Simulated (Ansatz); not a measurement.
# CH3AlS: from a rough start to a minimum

What shape does CH3AlS take? The plan is to relax it, then compute its harmonic vibrations to see whether it is a minimum and to get the zero-point energy and entropy.

Method: RKS PBE0-D4/def2-TZVP; program: Ansatz 0.2.0, Gaussian basis.

The runs, in order: relaxation at PBE-D4/def2-SVP; relaxation at PBE0-D4/def2-TZVP; harmonic vibrations at the same level.

2 further runs of the same task are left out: 1 that didn't finish, 1 set aside as unsound or not needed.

## Step 1: The starting structure

SMILES `[AlH2][CH]=S`, 6 atoms, charge 0, spin multiplicity 1.

Atoms are counted from 1 here; the program's logs count them from 0.

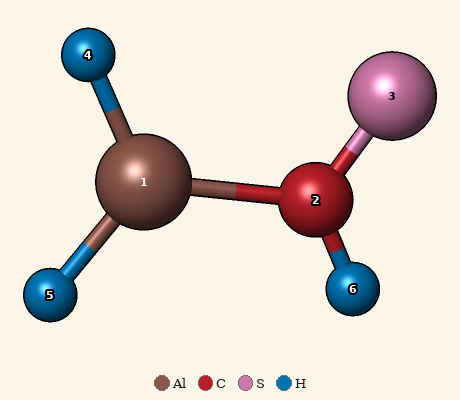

Start geometry, drawn with aluminium brown, carbon red, sulfur pink, hydrogen blue; atoms are numbered from 1 in the order of the file.

Coordinates:

```xyz
6

Al   -0.5625   -0.0031   -0.6959
C     0.7375   -0.0223    0.7181
S     0.3578   -0.5125    2.0035
H    -2.0252   -0.4490   -0.4219
H    -0.2172    0.5861   -2.1718
H     1.7517    0.3368    0.5217
```

The start is a force-field geometry with small random shifts, so a cheaper pass at PBE-D4/def2-SVP comes first.

## Step 2: Relaxation at PBE-D4/def2-SVP (cheap first pass)

in.yaml

```yaml
crystal:
  periodic: [false, false, false]
  atoms:
    - {symbol: Al, position_ang: [-0.562500, -0.003100, -0.695900]}
    - {symbol: C, position_ang: [0.737500, -0.022300, 0.718100]}
    - {symbol: S, position_ang: [0.357800, -0.512500, 2.003500]}
    - {symbol: H, position_ang: [-2.025200, -0.449000, -0.421900]}
    - {symbol: H, position_ang: [-0.217200, 0.586100, -2.171800]}
    - {symbol: H, position_ang: [1.751700, 0.336800, 0.521700]}
basis:
  gaussian: {orbitals: def2-SVP}
hamiltonian: {xc: pbe, dispersion: d4}
relax: {f_tol: 0.03, max_steps: 200}
```

Started as:

```sh
$ ansatz run in.yaml --threads 2 --pin off --events-out ev --progress --plain --max-ram 4352MiB
```

What it wrote (excerpt; [...] marks lines left out):

```text
Functional definition: PBE
  name "PBE"
  cite "Perdew, Burke & Ernzerhof, Phys. Rev. Lett. 77, 3865 (1996) doi:10.1103/PhysRevLett.77.3865"
  parent pbe
[...]
730 factors; their error is unknown
[...]
mean field -18498.94303316 eV, -679.8236174349 hartree, gradient 1.6e-5 eV, S^2 0.000000; 1 other end points of the search recorded, 0 dependent functions left out
[...]
reference -18498.94306668 eV, -679.8236186667 hartree; 19, 19 occupied and 46, 46 virtual orbitals, 730 factors
relax step   1: F+E_penalty+E_count = -18499.05863097 eV  Δ(F+E_penalty+E_count) = +0.000e0 eV  max|allowed force component| = 1.336e1 eV/Å  Δτ_max = 0.0000 Å  (39 SCF iters, accepted)
[...]
relax step   4: F+E_penalty+E_count = -18500.44589708 eV  Δ(F+E_penalty+E_count) = -1.779e-1 eV  max|allowed force component| = 6.045e-1 eV/Å  Δτ_max = 0.1532 Å  (31 SCF iters, accepted)
[...]
relax step   7: F+E_penalty+E_count = -18500.49196525 eV  Δ(F+E_penalty+E_count) = -2.297e-2 eV  max|allowed force component| = 4.990e-1 eV/Å  Δτ_max = 0.1705 Å  (32 SCF iters, accepted)
[...]
relax step  10: F+E_penalty+E_count = -18500.72480723 eV  Δ(F+E_penalty+E_count) = -1.148e-1 eV  max|allowed force component| = 4.178e-1 eV/Å  Δτ_max = 0.1923 Å  (32 SCF iters, accepted)
[...]
relax step  13: F+E_penalty+E_count = -18500.86015915 eV  Δ(F+E_penalty+E_count) = -1.123e-3 eV  max|allowed force component| = 5.600e-2 eV/Å  Δτ_max = 0.0152 Å  (27 SCF iters, accepted)
[...]
relax step  14: F+E_penalty+E_count = -18500.86037582 eV  Δ(F+E_penalty+E_count) = -2.167e-4 eV  max|allowed force component| = 3.611e-2 eV/Å  Δτ_max = 0.0068 Å  (28 SCF iters, accepted)
[...]
relax step  15: F+E_penalty+E_count = -18500.86040531 eV  Δ(F+E_penalty+E_count) = -2.949e-5 eV  max|allowed force component| = 1.480e-2 eV/Å  Δτ_max = 0.0020 Å  (22 SCF iters, accepted)
730 factors; their error is unknown
[...]
mean field -18500.74138628 eV, -679.8897056928 hartree, gradient 1.5e-5 eV, S^2 0.000000; 1 other end points of the search recorded, 0 dependent functions left out
[...]
reference -18500.74142104 eV, -679.8897069703 hartree; 19, 19 occupied and 46, 46 virtual orbitals, 730 factors
Total energy: -18500.86044007 eV, -679.8940808391 hartree
Atom 0 at    -0.636200     0.023521    -0.643757 Å, force    -0.001992     0.000427    -0.003805 eV/Å
Atom 1 at     0.957952    -0.228201     0.490746 Å, force     0.003500     0.000459     0.014802 eV/Å
Atom 2 at     0.087222     0.582737     1.649532 Å, force     0.006477    -0.004617    -0.006483 eV/Å
Atom 3 at    -1.703112    -1.162517    -0.662305 Å, force     0.000431     0.001164    -0.000665 eV/Å
Atom 4 at    -0.648352     1.303434    -1.596039 Å, force    -0.001244    -0.000802    -0.000275 eV/Å
Atom 5 at     1.984590    -0.582974     0.715522 Å, force    -0.007173     0.003368    -0.003574 eV/Å
Dipole moment:     0.296805    -0.071089     0.148081 e Å
```

Wall time 23 s (2 threads of Arm Neoverse N1, shared host).

Step by step:

```tsv
step	energy from step 1 (eV)	largest force component (eV/Å)
1	0.0000	13.3588
2	-1.0757	5.1956
3	-1.2094	1.8619
4	-1.3873	0.6045
5	-1.4066	0.0625
6	-1.4104	0.1021
7	-1.4333	0.4990
8	-1.4530	1.2670
9	-1.5513	0.5372
10	-1.6662	0.4178
11	-1.7483	0.4425
12	-1.8004	0.2014
13	-1.8015	0.0560
14	-1.8017	0.0361
15	-1.8018	0.0148
```

Distances of close pairs at the start and the end, largest changes first:

```tsv
bond	before (Å)	after (Å)	change (Å)
Al1–S3	2.897	2.469	-0.428
C2–S3	1.427	1.661	+0.234
Al1–C2	1.921	1.973	+0.052
Al1–H4	1.554	1.595	+0.042
Al1–H5	1.626	1.595	-0.031
C2–H6	1.094	1.109	+0.016
```

## Step 3: Geometry optimisation, PBE0-D4/def2-TZVP

in.yaml

```yaml
crystal:
  periodic: [false, false, false]
  atoms:
    - {symbol: Al, position_ang: [-0.636200, 0.023521, -0.643757]}
    - {symbol: C, position_ang: [0.957952, -0.228201, 0.490746]}
    - {symbol: S, position_ang: [0.087222, 0.582737, 1.649532]}
    - {symbol: H, position_ang: [-1.703112, -1.162517, -0.662305]}
    - {symbol: H, position_ang: [-0.648352, 1.303434, -1.596039]}
    - {symbol: H, position_ang: [1.984590, -0.582974, 0.715522]}
basis:
  gaussian: {orbitals: def2-TZVP}
hamiltonian: {xc: pbe0, dispersion: d4}
relax: {f_tol: 0.005, max_steps: 150}
```

The command is unchanged.

What it wrote (excerpt; [...] marks lines left out):

```text
Functional definition: PBE0
  name "PBE0"
  cite "Adamo & Barone, J. Chem. Phys. 110, 6158 (1999) doi:10.1063/1.478522"
  cite "Perdew, Burke & Ernzerhof, Phys. Rev. Lett. 77, 3865 (1996) doi:10.1103/PhysRevLett.77.3865"
  parent pbe
[...]
862 factors; their error is unknown
[...]
mean field -18509.61609177 eV, -680.2158451041 hartree, gradient 1.9e-5 eV, S^2 0.000000; 0 other end points of the search recorded, 0 dependent functions left out
[...]
reference -18509.61612209 eV, -680.2158462183 hartree; 19, 19 occupied and 104, 104 virtual orbitals, 862 factors
relax step   1: F+E_penalty+E_count = -18509.71602547 eV  Δ(F+E_penalty+E_count) = +0.000e0 eV  max|allowed force component| = 8.497e-1 eV/Å  Δτ_max = 0.0000 Å  (27 SCF iters, accepted)
[...]
862 factors; their error is unknown
[...]
mean field -18509.64817650 eV, -680.2170241964 hartree, gradient 1.3e-5 eV, S^2 0.000000; 1 other end points of the search recorded, 0 dependent functions left out
[...]
reference -18509.64820673 eV, -680.2170253070 hartree; 19, 19 occupied and 104, 104 virtual orbitals, 862 factors
Total energy: -18509.74878481 eV, -680.2207214835 hartree
Atom 0 at    -0.637239     0.033540    -0.618292 Å, force     0.000738     0.000286     0.000802 eV/Å
Atom 1 at     0.959882    -0.231858     0.484234 Å, force    -0.000820    -0.000176    -0.000017 eV/Å
Atom 2 at     0.081101     0.568818     1.607092 Å, force     0.000750     0.000129     0.000126 eV/Å
Atom 3 at    -1.686044    -1.149249    -0.656911 Å, force     0.000071    -0.000845    -0.000208 eV/Å
Atom 4 at    -0.642577     1.288467    -1.580365 Å, force    -0.000126     0.000585    -0.000619 eV/Å
Atom 5 at     1.966977    -0.573718     0.717941 Å, force    -0.000614     0.000021    -0.000084 eV/Å
Dipole moment:     0.308593    -0.070350     0.162908 e Å
```

It took 25 s on 2 threads of Arm Neoverse N1, shared host.

The steps of the relaxation:

```tsv
step	energy from step 1 (eV)	largest force component (eV/Å)
1	0.0000	0.8497
2	-0.0258	0.4577
3	-0.0324	0.0604
4	-0.0324	0.0570
5	-0.0325	0.0434
6	-0.0327	0.0076
7	-0.0327	0.0008
```

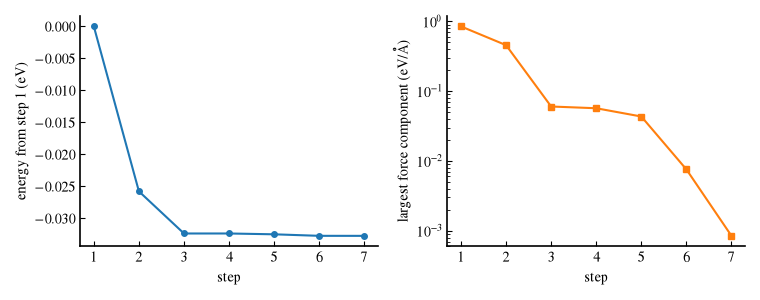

Energy and largest force along the relaxation.

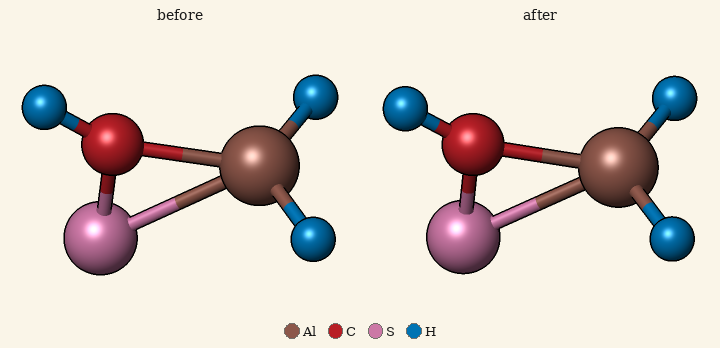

The geometry before (left) and after (right).

Distances of close pairs at the start and the end, largest changes first:

```tsv
bond	before (Å)	after (Å)	change (Å)
Al1–S3	2.469	2.399	-0.070
C2–S3	1.661	1.635	-0.026
C2–H6	1.109	1.089	-0.020
Al1–H4	1.595	1.581	-0.014
Al1–H5	1.595	1.581	-0.014
Al1–C2	1.973	1.959	-0.014
```

Mulliken charges of the relaxed molecule (report file):

```tsv
atom	value (e)
Al1	0.32
C2	-0.20
S3	-0.05
H4	-0.11
H5	-0.11
H6	0.16
```

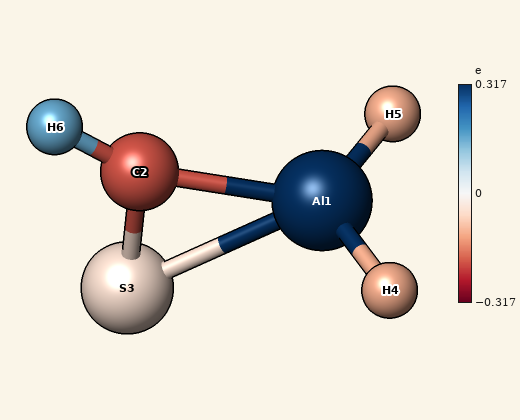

Mulliken charges of the relaxed molecule (report file), as colours on the atoms.

## Step 4: Harmonic vibrations

in.yaml

```yaml
crystal:
  periodic: [false, false, false]
  atoms:
    - {symbol: Al, position_ang: [-0.637239, 0.033540, -0.618292]}
    - {symbol: C, position_ang: [0.959882, -0.231858, 0.484234]}
    - {symbol: S, position_ang: [0.081101, 0.568818, 1.607092]}
    - {symbol: H, position_ang: [-1.686044, -1.149249, -0.656911]}
    - {symbol: H, position_ang: [-0.642577, 1.288467, -1.580365]}
    - {symbol: H, position_ang: [1.966977, -0.573718, 0.717941]}
basis:
  gaussian: {orbitals: def2-TZVP}
hamiltonian: {xc: pbe0, dispersion: d4}
phonons: {temperatures: {t_min: 298.15, t_max: 900, t_step: 200}}
```

Launched as before.

What it wrote (excerpt; [...] marks lines left out):

```text
Functional definition: PBE0
  name "PBE0"
  cite "Adamo & Barone, J. Chem. Phys. 110, 6158 (1999) doi:10.1063/1.478522"
  cite "Perdew, Burke & Ernzerhof, Phys. Rev. Lett. 77, 3865 (1996) doi:10.1103/PhysRevLett.77.3865"
  parent pbe
[...]
862 factors; their error is unknown
[...]
mean field -18509.64817500 eV, -680.2170241410 hartree, gradient 1.7e-5 eV, S^2 0.000000; 0 other end points of the search recorded, 0 dependent functions left out
[...]
reference -18509.64820525 eV, -680.2170252529 hartree; 19, 19 occupied and 104, 104 virtual orbitals, 862 factors
[...]
862 factors; their error is unknown
mean field -18509.64811637 eV, -680.2170219865 hartree, gradient 2.2e-6 eV, S^2 0.000000; 0 other end points of the search recorded, 0 dependent functions left out
[...]
reference -18509.64814663 eV, -680.2170230984 hartree; 19, 19 occupied and 104, 104 virtual orbitals, 862 factors
[...]
reference -18509.64818872 eV, -680.2170246454 hartree; 19, 19 occupied and 104, 104 virtual orbitals, 862 factors
Total energy: -18509.74878334 eV, -680.2207214293 hartree
Atom 0 at    -0.637239     0.033540    -0.618292 Å, force     0.000719     0.000292     0.000785 eV/Å
Atom 1 at     0.959882    -0.231858     0.484234 Å, force    -0.000795    -0.000187    -0.000014 eV/Å
Atom 2 at     0.081101     0.568818     1.607092 Å, force     0.000746     0.000135     0.000138 eV/Å
Atom 3 at    -1.686044    -1.149249    -0.656911 Å, force     0.000073    -0.000845    -0.000207 eV/Å
Atom 4 at    -0.642577     1.288467    -1.580365 Å, force    -0.000126     0.000582    -0.000617 eV/Å
Atom 5 at     1.966977    -0.573718     0.717941 Å, force    -0.000616     0.000023    -0.000084 eV/Å
Dipole moment:     0.308593    -0.070350     0.162907 e Å
Vibrations: 273.52 360.16 475.67 572.36 635.19 748.40 752.69 1030.03 1084.67 1935.19 1942.83 3145.18 cm⁻¹, zero-point energy 0.803162 eV
```

It took 76 s on 2 threads of Arm Neoverse N1, shared host.

Motions are named by where the mode's potential energy lies. The modes, unscaled (a negative number is an imaginary wavenumber):

```tsv
mode	cm⁻¹	motion
1	274	Al–S stretch with bend
2	360	bend
3	476	bend
4	572	bend
5	635	Al–C stretch with bend
6	748	out-of-plane bend
7	753	bend
8	1030	C–S stretch with bend
9	1085	bend
10	1935	Al–H stretch
11	1943	Al–H stretch
12	3145	C–H stretch
```

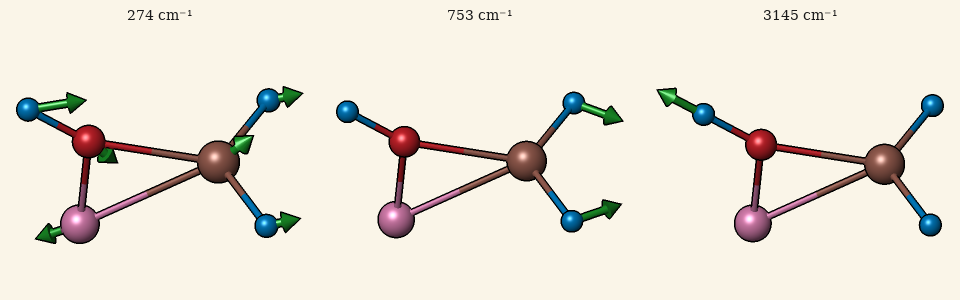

Displacements of 3 modes, as arrows.

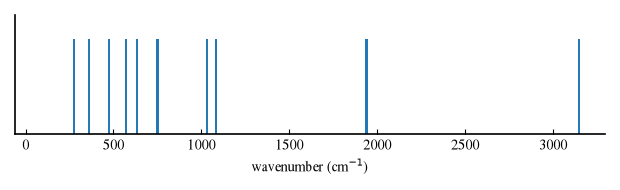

The harmonic wavenumbers as sticks (no intensities were computed).

Ideal gas, rigid rotor and harmonic oscillator at 298.15 K and 1 bar, with symmetry number 1:

```tsv
term	value
zero-point energy	77.5 kJ/mol
H(298) − E	91.6 kJ/mol
entropy, translation	162.5 J/(mol K)
entropy, rotation	100.8 J/(mol K)
entropy, vibration	20.8 J/(mol K)
entropy, total	284.2 J/(mol K)
```

## Step 5: Outcome

| quantity | value |
| --- | --- |
| point group | Cs |
| steps | 15 + 7 |
| shift from the start (rms) | 0.829 Å |
| total energy | -18509.7488 eV |
| dispersion term | -101 meV |
| dipole moment | 1.71 D |
| lowest, highest wavenumber | 274, 3145 cm⁻¹ |
| zero-point energy | 77.5 kJ/mol |
| entropy at 298.15 K | 284.2 J/(mol K) |

What this shows: The atoms moved 0.83 Å (rms) from the start; the bond that changed most is Al1–S3, from 2.897 to 2.399 Å. The bonds at the end are not those of the start, so the run found another structure. No mode is imaginary: a true minimum at this level. The stiffest mode, 3145 cm⁻¹, is a C–H stretch. Harmonic hybrid wavenumbers usually lie a few per cent above measured fundamentals. The largest Mulliken charge, +0.32 e, sits on Al1.
